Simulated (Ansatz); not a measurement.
# Quasi-harmonic thermodynamics of GaC (hypothetical, P4/mmm), part 2 of 3

Aim: the lattice, expansion, heat capacity and bulk modulus of GaC (hypothetical) as it warms. The crystal structure is hypothetical: it was made by swapping elements on a known structure type.

Ansatz 0.2.0; DFT PBEsol, scalar-relativistic, plane waves, PAW.

So far. Step 2 (Probe on a coarse mesh): The start is under -9.6 GPa at this level and looks like a metal on this mesh.

## (4) Finding the static equilibrium

Phonons are second derivatives about a minimum, so cell and atoms are relaxed first, inside the symmetry of the start.

input.yaml

```yaml
crystal:
  lattice:
    - [2.971185365, 0.0, 0.0]
    - [0.0, 2.971185365, 0.0]
    - [0.0, 0.0, 2.7067512955]
  atoms:
    - { symbol: Ga, position: [0.0, 0.0, 0.144700996] }
    - { symbol: C, position: [0.5, 0.5, 0.145299004] }
kpoints:
  mp_grid: { grid: [14, 14, 16] }
hamiltonian:
  xc: pbesol
scf:
  occupations: { method: gaussian, width: 0.1 }
output:
  forces: true
  stress: true
  eigenvalues: true
  write_density: true
  write_potential: true
  elf: true
  volumetric_format: npy
relax:
  adjacent_minimum: "off"
  f_tol: 0.005
  max_steps: 80
  cell: { stress_tol: 0.05 }
```

Started as:

```bash
$ ansatz run input.yaml --threads 4 --pin off --max-ram 8192MiB --backend cpu --events-out ev --progress --plain --runs-dir out
```

Numbers of over 12 decimals in the logs are rounded to 6 here.

What it wrote:

```text
[...]
Crystal: 2 atoms, lattice volume = 23.895 Å³
Basis set: ecut = 420 eV, 461 PW (Γ), exchange–correlation on 40×40×40 points (8 copies of the dense FFT grid, shifted against one another)
Bands: 13, of which v1, the nominal top of the filled ones, is band 9 counted from 1 (8 counted from 0)
Symmetry: 8 space group operations
[...]
k-points: 324 of 3136 (time reversal used)
[...]
SCF iter   1: F=—  HF=-3986.697613 eV  |F-HF|=—  |Δ(HF+E_count)|=         —  Δρ=1.13e-2  dr2=3.71e-2  ethr=1.77e-3  ⟨swp⟩=4.6  Hψ=21677  notcnv=0
[...]
SCF iter   6: F=-3986.687904 eV  HF=-3986.687905 eV  |F-HF|=1.35e-7  |Δ(HF+E_count)|=   1.11e-6  Δρ=2.93e-5  dr2=9.62e-8  ethr=5.88e-10  ⟨swp⟩=7.2  Hψ=25735  notcnv=0
SCF 1 converged in 6 iterations: F = -3986.687904 eV  dr2 = 9.62e-8
[...]
relax step   1: F+E_penalty+E_count = -3986.68790440 eV  Δ(F+E_penalty+E_count) = +0.000e0 eV  max|allowed force component| = 2.597e-3 eV/Å  Δτ_max = 0.0000 Å  P = -0.302 GPa  Ω = 23.895 Å³  (6 SCF iters, dr2 threshold 1.00e-7 eV, accepted)
Crystal: 2 atoms, lattice volume = 23.696 Å³
[...]
SCF iter   6: F=-3986.689845 eV  HF=-3986.689845 eV  |F-HF|=1.82e-12  |Δ(HF+E_count)|=   1.56e-9  Δρ=2.86e-7  dr2=8.74e-12  ethr=9.94e-12  ⟨swp⟩=4.5  Hψ=19584  notcnv=0
SCF 2 converged in 6 iterations: F = -3986.689845 eV  dr2 = 8.74e-12
relax step   2: F+E_penalty+E_count = -3986.68984497 eV  Δ(F+E_penalty+E_count) = -1.941e-3 eV  max|allowed force component| = 1.784e-3 eV/Å  Δτ_max = 0.0002 Å  P = +0.183 GPa  Ω = 23.696 Å³  energy of the carried Pulay correction = +2.758e-4 eV  (6 SCF iters, dr2 threshold 2.00e-7 eV, accepted)
Crystal: 2 atoms, lattice volume = 23.542 Å³
Basis set: ecut = 420 eV, 445 PW (Γ), exchange–correlation on 40×40×40 points (8 copies of the dense FFT grid, shifted against one another)
[...]
SCF iter   6: F=-3986.690711 eV  HF=-3986.690711 eV  |F-HF|=4.55e-12  |Δ(HF+E_count)|=   3.91e-9  Δρ=8.15e-7  dr2=6.51e-11  ethr=2.11e-11  ⟨swp⟩=4.9  Hψ=20454  notcnv=0
SCF 3 converged in 6 iterations: F = -3986.690711 eV  dr2 = 6.51e-11
relax step   3: F+E_penalty+E_count = -3986.69071109 eV  Δ(F+E_penalty+E_count) = -8.661e-4 eV  max|allowed force component| = 4.742e-4 eV/Å  Δτ_max = 0.0004 Å  P = +0.106 GPa  Ω = 23.542 Å³  energy of the carried Pulay correction = +4.535e-4 eV  (6 SCF iters, dr2 threshold 2.00e-7 eV, accepted)
[...]
relax step   4: F+E_penalty+E_count = -3986.69067782 eV  Δ(F+E_penalty+E_count) = +3.327e-5 eV  max|allowed force component| = 5.261e-4 eV/Å  Δτ_max = 0.0000 Å  P = -0.045 GPa  Ω = 23.606 Å³  energy of the carried Pulay correction = +3.649e-4 eV  (6 SCF iters, dr2 threshold 2.00e-7 eV, accepted)
[...]
relax step   5: F+E_penalty+E_count = -3986.69069793 eV  Δ(F+E_penalty+E_count) = -2.011e-5 eV  max|allowed force component| = 2.815e-5 eV/Å  Δτ_max = 0.0002 Å  P = -0.003 GPa  Ω = 23.594 Å³  energy of the carried Pulay correction = +3.827e-4 eV  (6 SCF iters, accepted)
Basis set: ecut = 420 eV, 445 PW (Γ), exchange–correlation on 40×40×36 points (8 copies of the dense FFT grid, shifted against one another)
[...]
SCF iter   6: F=-3986.690379 eV  HF=-3986.690379 eV  |F-HF|=0.00e0  |Δ(HF+E_count)|=  9.09e-13  Δρ=1.55e-8  dr2=1.70e-14  ethr=1.00e-12  ⟨swp⟩=3.1  Hψ=15189  notcnv=0
SCF 6 converged in 6 iterations: F = -3986.690379 eV  dr2 = 1.70e-14
relax step   6: F+E_penalty+E_count = -3986.69037910 eV  Δ(F+E_penalty+E_count) = +3.188e-4 eV  max|allowed force component| = 2.826e-5 eV/Å  Δτ_max = 0.0000 Å  P = -0.017 GPa  Ω = 23.594 Å³  stress off target by 4.60e-2 GPa  SCF on the basis re-selected at this cell (its energy is not comparable with the rows above)  (6 SCF iters)
[...]
SCF converged after 6 iterations
Free energy (F): -3986.690379 eV
[...]
Internal energy: -3986.685971 eV  (E = F + TS)
E sigma→0 (E₀):  -3986.688175 eV
Entropy (-TS):   -0.004408 eV (-2.204 meV/atom)
Fermi energy:    10.301647 eV
[...]
--- Forces (eV/Å), atoms counted from 1 ---
  atom   1  Ga    -0.00000000     0.00000000     0.00002825
  atom   2  C      0.00000000    -0.00000000    -0.00002828
  max |Σ_I F_I| component: 2.51e-8 eV/Å
--- Stress (GPa, compression-positive) ---
       -0.001854      -0.000000       0.000000
       -0.000000      -0.001854       0.000000
        0.000000       0.000000      -0.045961
  P = ⅓ Tr σ = -0.0166 GPa (-0.166 kbar)
--- Band table (eV; the first three rows and the last of 324) ---
  k-point 0: bands = [... 5 lower, -3.7672, 8.8968, 8.8968, 11.2422, 12.2438, 18.3516, 22.0471, 23.6437]
  k-point 1: bands = [... 5 lower, -3.6953, 8.9385, 8.9385, 11.0895, 12.0657, 18.4212, 22.0167, 23.6757]
  k-point 2: bands = [... 5 lower, -3.4808, 9.0601, 9.0601, 10.3494, 11.9786, 18.6303, 21.6355, 23.7643]
  k-point 323: bands = [... 5 lower, 3.8509, 6.2212, 6.2212, 8.5107, 11.4283, 11.4592, 16.4521, 16.4521]
--- Relaxed structure (5 steps of the walk, 5 accepted, 1 SCFs on fresh bases) ---
[...]
cell:  # Å, volume = 23.5941 Å³
    - [2.978930, 0, -9.585465234480743e-18]
    - [0, 2.978930, 0]
    - [-8.73236343549403e-18, 0, 2.658782]
  atoms:
    - { symbol: Ga, position: [0, 0, 0.144997] }
    - { symbol: C, position: [0.5, 0.5, 0.145003] }
```

It took 12 s on 4 threads of Intel Xeon Platinum 8488C (Sapphire Rapids), shared host; peak memory 0.51 GiB.

Relaxation path:

| step | energy less that of the first step (eV) | largest force component (eV/Å) | pressure (GPa) | volume (Å³) |
| --- | --- | --- | --- | --- |
| 1 | 0.0000 | 0.0026 | -0.30 | 23.90 |
| 2 | -0.0019 | 0.0018 | 0.18 | 23.70 |
| 3 | -0.0028 | 0.0005 | 0.11 | 23.54 |
| 4 | -0.0028 | 0.0005 | -0.04 | 23.61 |
| 5 | -0.0028 | 0.0000 | 0.00 | 23.59 |
| 6* | -0.0025 | 0.0000 | -0.02 | 23.59 |

Relaxation steps marked * repeat the geometry before them on a plane-wave basis chosen anew for their cell, so energy and pressure can jump there.

The run keeps the 8 symmetry operations that it works with, so distortions that break them were not tested.

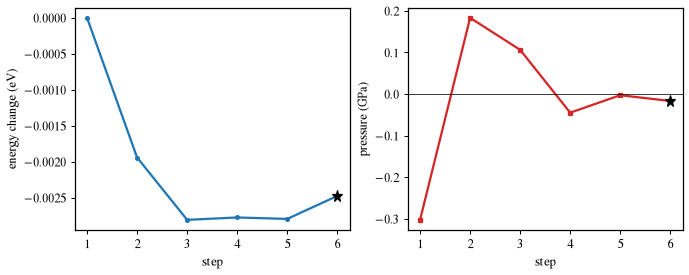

Energy and pressure along the relaxation. Stars mark steps on a basis chosen anew.

| cell as run | before | after | change |
| --- | --- | --- | --- |
| a (Å) | 2.971 | 2.979 | +0.3 % |
| b (Å) | 2.971 | 2.979 | +0.3 % |
| c (Å) | 2.707 | 2.659 | -1.8 % |
| volume (Å³/atom) | 11.95 | 11.80 | -1.3 % |

The relaxed structure:

```xyz
2
Lattice="2.9789 0.0000 0.0000 0.0000 2.9789 0.0000 0.0000 0.0000 2.6588" Properties=species:S:1:pos:R:3 pbc="T T T"
Ga    0.0000    0.0000    0.3855
C     1.4895    1.4895    0.3855
```

This step gave:

* pressure: -0.01656 GPa
* volume per atom: 11.80 Å³

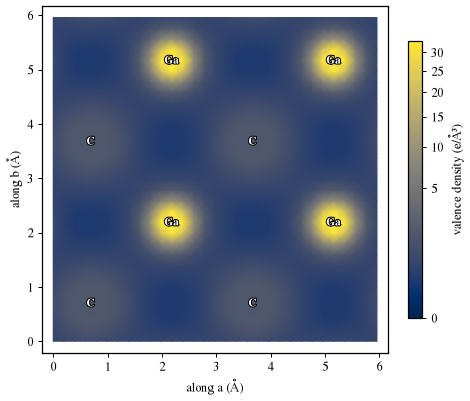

Valence density in the ab plane at fractional z = 0.145, with atoms of Ga and C within 0.2 Å of it. It is the smooth field of the valence electrons, not physical close to the nuclei. The map starts off the cell's origin, so that atoms lie inside it. The colour scale is stretched toward low values.

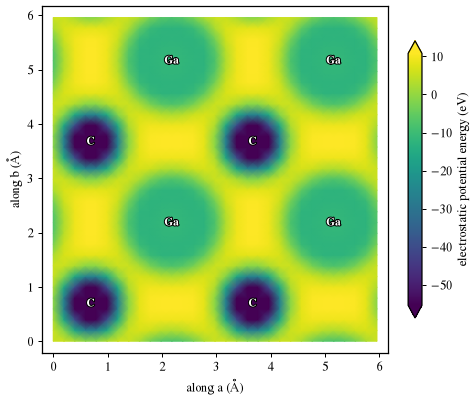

Electrostatic potential energy in the ab plane at fractional z = 0.145, with atoms of Ga and C within 0.2 Å of it. With pseudopotentials it is smooth inside the atoms' cores, unlike the true potential. The map starts off the cell's origin, so that atoms lie inside it.

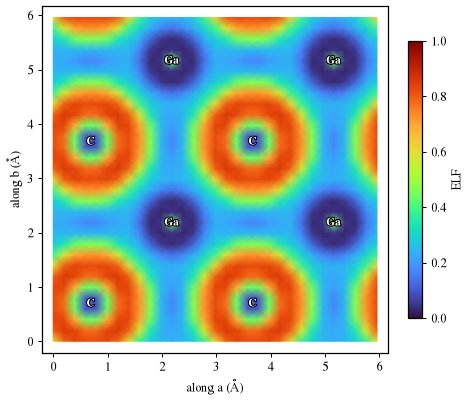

ELF in the ab plane at fractional z = 0.145, with atoms of Ga and C within 0.2 Å of it. It is the smooth field of the valence electrons, not physical close to the nuclei. The map starts off the cell's origin, so that atoms lie inside it.

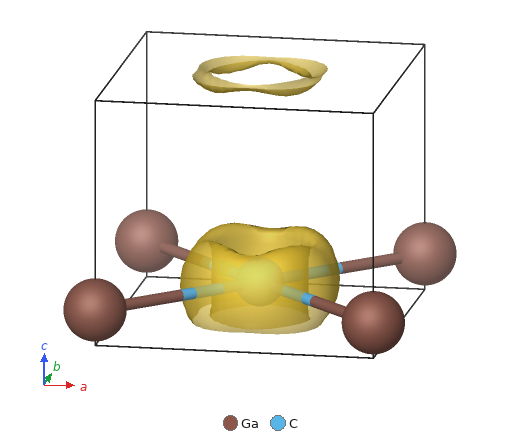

Surface of ELF = 0.78.

The relaxation ends with a largest force component of 2.8e-5 eV/Å and a pressure of -0.02 GPa.

## (5) Relaxing to small residual forces and stress

The relaxation is repeated with tighter thresholds on force and stress, since phonons are sensitive to what is left; a change of mesh or smearing in the input moves the cell too.

input.yaml

```yaml
crystal:
  lattice:
    - [2.9789303707, 0.0, 0.0]
    - [0.0, 2.9789303707, 0.0]
    - [0.0, 0.0, 2.658782201]
  atoms:
    - { symbol: Ga, position: [0.0, 0.0, 0.1449966849] }
    - { symbol: C, position: [0.5, 0.5, 0.1450033151] }
kpoints:
  mp_grid: { grid: [16, 16, 16] }
hamiltonian:
  xc: pbesol
scf:
  occupations: { method: methfessel_paxton, width: 0.15 }
output:
  forces: true
  stress: true
  eigenvalues: true
relax:
  adjacent_minimum: "off"
  f_tol: 0.001
  max_steps: 60
  cell: { stress_tol: 0.01 }
```

What it wrote:

```text
[...]
k-point 404: bands = [... 5 lower, 3.7707, 6.1038, 6.1038, 8.5141, 11.3161, 11.4195, 16.3883, 16.3883]
--- Relaxed structure (6 steps of the walk, 6 accepted, 2 SCFs on fresh bases) ---
[...]
cell:  # Å, volume = 23.7055 Å³
    - [2.974041, 0, 0]
    - [0, 2.974041, 0]
    - [0, 0, 2.680130]
  atoms:
    - { symbol: Ga, position: [0, 0, 0.145] }
    - { symbol: C, position: [0.5, 0.5, 0.145] }
[key lines of the parts left out:]
SCF converged after 5 iterations
Free energy (F): -3986.690471 eV
Fermi energy:    10.249571 eV
P = ⅓ Tr σ = 0.0003 GPa (0.003 kbar)
```

Wall time 11 s (4 threads); peak memory 0.5 GiB; 40 s of CPU time.

Step by step:

| step | energy less that of the first step (eV) | largest force component (eV/Å) | pressure (GPa) | volume (Å³) |
| --- | --- | --- | --- | --- |
| 1 | 0.0000 | 0.0000 | -0.08 | 23.59 |
| 2 | -0.0004 | 0.0000 | -0.14 | 23.67 |
| 3 | -0.0006 | 0.0000 | 0.09 | 23.69 |
| 4 | -0.0005 | 0.0000 | -0.02 | 23.71 |
| 5 | -0.0006 | 0.0000 | 0.00 | 23.70 |
| 6* | -0.0007 | 0.0000 | 0.00 | 23.70 |
| 7 | -0.0007 | 0.0000 | 0.00 | 23.71 |
| 8* | -0.0007 | 0.0000 | 0.00 | 23.71 |

Relaxation steps marked * repeat the geometry before them on a plane-wave basis chosen anew for their cell, so energy and pressure can jump there.

Forces are held to the 16 operations that the run works with; a distortion that breaks them can't arise in this run.

| conventional cell, symmetrised | before | after | change |
| --- | --- | --- | --- |
| a (Å) | 2.979 | 2.974 | -0.2 % |
| b (Å) | 2.979 | 2.974 | -0.2 % |
| c (Å) | 2.659 | 2.680 | +0.8 % |
| volume (Å³/atom) | 11.80 | 11.85 | +0.5 % |

Final coordinates:

```xyz
2
Lattice="2.9740 0.0000 0.0000 0.0000 2.9740 0.0000 0.0000 0.0000 2.6801" Properties=species:S:1:pos:R:3 pbc="T T T"
Ga    0.0000    0.0000    0.3886
C     1.4870    1.4870    0.3886
```

Numbers from this step:

- pressure: 2.87e-4 GPa
- volume per atom: 11.85 Å³

The residual pressure is 2.9e-4 GPa, small enough for phonons.

## (6) An input with a fault

This input was changed on purpose, to see how the program answers.

input.yaml

```yaml
crystal:
  lattice:
    - [2.9740410114, 0.0, 0.0]
    - [0.0, 2.9740410114, 0.0]
    - [0.0, 0.0, 2.6801300156]
  atoms:
    - { symbol: Ga, position: [0.0, 0.0, 0.145] }
    - { symbol: C, position: [0.5, 0.5, 0.145] }
kpoints:
  mp_grid: { grid: [16, 16, 16] }
hamiltonian:
  xc: pbesol
scf:
  occupations: { method: methfessel_paxton, width: 0.15 }
  max_iter: 50
output:
  eigenvalues: true
phonons:
  method: dfpt
  qmesh: [4, 4, 4]
  thermal_expansion: "~"
```

What it wrote:

```text
Error: YAML parse error: error: line 21 column 22: expected mapping start
  --> <input>:21:22
   |
19 |   method: dfpt
20 |   qmesh: [4, 4, 4]
21 |   thermal_expansion: "~"
   |                      ^ expected mapping start
```

Elapsed: 0.02 s, on 4 threads; peak memory 0.028 GiB.

The input was rejected at the start.

The program's message: “Error: YAML parse error: error: line 21 column 22: expected mapping start
  --> <input>:21:22
   |
19 |   method: dfpt
20 |   qmesh: [4, 4, 4]
21 |   thermal_expansion: "~"
   |                      ^ …”

The fault put into the input: a string where a block is expected.

## (7) The quasi-harmonic study, q-mesh 2×2×2

Thermal expansion follows from how the free energy of the vibrations (and of the electrons in a metal) changes with strain, so the program makes strained cells, their phonons and a fit in one run.

input.yaml, the sections that differ from step 6:

```yaml
scf:
  occupations: { method: methfessel_paxton, width: 0.15 }
phonons:
  method: dfpt
  qmesh: [2, 2, 2]
  temperatures: { t_max: 1200.0, t_step: 50 }
  thermal_expansion: {}
# crystal, kpoints, hamiltonian, output: as in step 6
```

What it wrote:

```text
Warning: crystal.symmetry: narrowed to the stabiliser of the run's FFT grids — unitary ops 16 → 8. A phonons.method: dfpt run fills in the rows of the dynamical matrix that it does not solve by its symmetry operations, which is exact only for operations that map its FFT grids onto themselves: filled in by any other, the frequencies could depend on the order in which like atoms are typed, or, by more than the grids' own error, on where the crystal sits among the grids' points. Excluded: 8 operations. The run can therefore solve more perturbations, solve them on more k-points, or both, and cost more. [rest of the remark cut]
The last accepted step is kept in <dir> (removed where the run ends without a failure and the disk answers)
Engine: ansatz 0.2.0, x86_64-unknown-linux-gnu
Pseudopotentials: kind: paw
Pseudopotential: Ga, paw, valence charge 13, recommended cutoff 420 eV (normal), Ga.paw.azcp
Pseudopotential: C, paw, valence charge 4, recommended cutoff 420 eV (normal), C.paw.azcp
Functional definition: PBEsol
  exchange = pbesol_x
  correlation = pbesol_c
Crystal: 2 atoms, lattice volume = 23.706 Å³
Basis set: ecut = 487.2 eV, 569 PW (Γ), exchange–correlation on 48×48×40 points (8 copies of the dense FFT grid, shifted against one another)
Bands: 13, of which v1, the nominal top of the filled ones, is band 9 counted from 1 (8 counted from 0)
Symmetry: 16 space group operations
Space group: P4/mmm (ITA 123), of the structure as read, at distance tolerance 2.9e-5 Å
k-points: 405 of 4096
Non-local potential: Ga, projectors of the file, l = 0: 2, l = 1: 2, l = 2: 3, l = 3: 1
Non-local potential: C, projectors of the file, l = 0: 2, l = 1: 2, l = 2: 1
PAW form: soft (Blöchl's): semilocal exchange-correlation on the pseudo side does not see the compensation charge
PAW frozen core: Ga, regenerated for the run's functional, and the local potential with it (the file was generated under x = pbe(κ = 0.804, μ = 0.219515), c = pbe(β = 0.066725))
PAW frozen core: C, regenerated for the run's functional, and the local potential with it (the file was generated under x = pbe(κ = 0.804, μ = 0.219515), c = pbe(β = 0.066725))
PAW one-centre angular grid: Ga, 590 points (default); XC on 64 Gauss nodes
PAW one-centre angular grid: C, 110 points (default); XC on 64 Gauss nodes
Initial density: superposition of atomic densities (neutral atoms: chi_scale 0, normalization atom), corrected by the library's trained network
Initial wavefunctions: pseudopotential atomic-orbital guess
Functional: x = pbesol(κ = 0.804, μ = 0.123457), c = pbesol(β = 0.046)
SCF iter   1: F=—  HF=-3986.703525 eV  |F-HF|=—  |Δ(HF+E_count)|=         —  Δρ=1.08e-2  dr2=3.37e-2  ethr=1.77e-3  ⟨swp⟩=4.8  Hψ=27157  notcnv=0
[...]
Free energy (F): -3986.694395 eV
Harris-Foulkes:  -3986.694395 eV  (|F-HF|=1.36e-12)
Internal energy: -3986.694664 eV  (E = F + TS)
E sigma→0 (E₀):  -3986.694463 eV
Entropy (-TS):   0.000269 eV (0.134 meV/atom)
Fermi energy:    10.248787 eV
--- Per-component energies (eV) ---
  E_band       = -10.548167
  E_kinetic    = 198.879167
  E_local      = -1859.704299  (includes V_loc(G=0)·N_el)
  E_nonlocal   = 454.342828
  E_hartree    = 864.633732
  E_xc         = -115.106527
  E_vxc        = -116.001947  (∫ρ·V_xc dr)
  E_paw        = -2044.163736  (= ΣΔE_a)
  E_vpaw       = -417.331398  (= ΣTr[D̂ρ^β])
  E_aug_tail   = -0.000059  (compensation charges beyond the density's cutoff)
  E_ewald      = -1486.459848
  E_core_change = 0.884078  (= ΣΔE_core)
  E_smearing   = 0.000269  (= −TS)
  E_closure    = 0.000000  (closes the sum)
  Σ components = -3986.694395   (vs F -3986.694395, Δ=0.00e0)
--- Forces (eV/Å), atoms counted from 1 ---
  atom   1  Ga    -0.00000000     0.00000000     0.00000000
  atom   2  C      0.00000000     0.00000000     0.00000000
  max |Σ_I F_I| component: 5.92e-30 eV/Å
--- Stress (GPa, compression-positive) ---
       -0.018835       0.000000       0.000000
        0.000000      -0.018835       0.000000
        0.000000       0.000000       0.011042
  P = ⅓ Tr σ = -0.0089 GPa (-0.089 kbar)
--- Band table (eV; the first three rows and the last of 405) ---
  k-point 0: bands = [... 5 lower, -3.7996, 8.8682, 8.8682, 11.2619, 12.0350, 18.3403, 21.7475, 23.6659]
  k-point 1: bands = [... 5 lower, -3.7295, 8.9085, 8.9085, 11.0408, 11.9334, 18.4088, 21.7378, 23.6961]
  k-point 2: bands = [... 5 lower, -3.5205, 9.0252, 9.0252, 10.2049, 11.9592, 18.6139, 21.4037, 23.7778]
  k-point 404: bands = [... 5 lower, 3.7707, 6.1035, 6.1035, 8.5136, 11.3162, 11.4189, 16.3867, 16.3867]
── thermal expansion: 5 new cells, 5 in all ──
thermal expansion: relaxation of cell 2
thermal expansion: relaxation of cell 3
thermal expansion: relaxation of cell 4
thermal expansion: relaxation of cell 5
── thermal expansion: 3 new cells, 8 in all ──
thermal expansion: relaxation of cell 6
thermal expansion: lower-state search of cell 6
thermal expansion: electrons of cell 6
thermal expansion: phonons of cell 6
WARN: thermal expansion: vibrations_at_or_below_zero in the phonons of 1 cell: 6
this run last wrote the structure of step 1 to <dir>
--- Relaxed structure (1 steps of the walk, 1 accepted, 0 SCFs on fresh bases) ---
  F+E_penalty+E_count = -3986.69439534 eV   max|allowed force component| = 3.353e-30 eV/Å
  atoms:
    - { symbol: Ga, position: [0.0, 0.0, 0.145000] }
    - { symbol: C, position: [0.5, 0.5, 0.145000] }
--- Thermal expansion: 8 cells in 2 rounds, 0 GPa ---
  no lower state was reached at cell 6; its state was not examined: fill_not_monotonic
  not told: vibrations stand at or below zero in cell 6 (1.625 modes a cell, the lowest at -448.1 cm⁻¹): the crystal is at no minimum there, or its k-points are too few: type the crystal that it becomes, another pressure, or a denser kpoints.mp_grid, in a new run
  vibrations_at_or_below_zero in the phonons of 1 cell: 6
Error: vibrations stand at or below zero in cell 6 (1.625 modes a cell, the lowest at -448.1 cm⁻¹): the crystal is at no minimum there, or its k-points are too few: type the crystal that it becomes, another pressure, or a denser kpoints.mp_grid, in a new run
[key lines of the parts left out:]
SCF converged after 8 iterations
```

Wall time 2.5 min (4 threads); peak memory 1.2 GiB.

The run ended with an error.

The program's message: “vibrations stand at or below zero in cell 6 (1.625 modes a cell, the lowest at -448.1 cm⁻¹): the crystal is at no minimum there, or its k-points are too few: type the crystal that it becomes, another …”

[end of part 2 of 3]

[Logs are printed without paths, hosts, clocks, repeated set-up lines and the standing remarks that a program may print on its own settings, such as how far it seeks lower states.]

[Hosts, paths, dates, database ids (printed as entryN), source tags and the programs' standing remarks are cut or masked in the printed files.]

[A step with changed settings may run another functional than the one named; its input shows which.]
